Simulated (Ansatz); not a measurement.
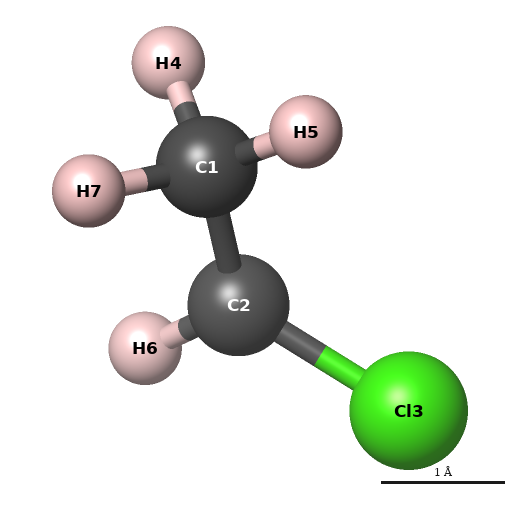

The view is orthographic, and the bar gives the scale. State: charge +1, singlet. The computed structure is the end point of a PBE-D4/def2-SVP optimisation. No frequency run is at hand to confirm it as a minimum.

Reconstruct the coordinates (Å) as seen: x to the right, y up, z towards the viewer, origin at the mean of the atomic positions.

```xyz
7
C2H4Cl
C   -0.13   0.52   0.39
C    0.13  -0.61  -0.46
Cl   1.52  -1.47  -0.46
H   -0.45   1.38  -0.28
H    0.68   0.81   1.08
H   -0.64  -0.96  -1.19
H   -1.10   0.33   0.92
```
